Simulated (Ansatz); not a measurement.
The parent structure is KF in the rock salt structure (space group Fm-3m, No. 225; a = 5.307 Å).

Now apply this change: the cell is scaled by 1.0250 in all directions; the atoms relax in the strained cell.

Level of theory: PBEsol in Ansatz (plane waves to 420 eV, PAW, spin-orbit coupling left out).

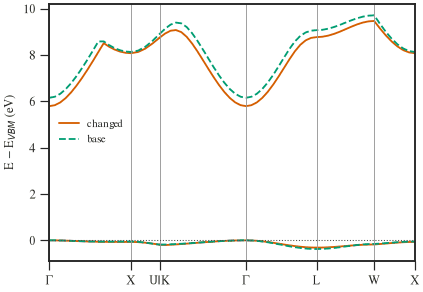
Fig. 1. Highest valence and lowest conduction band along the path, each from its own valence-band maximum

The gap is 5.79 eV, direct at Γ; the base has 6.15 eV.

Whether these cells are dynamically stable was not tested.

Ansatz is a program for electronic structure.
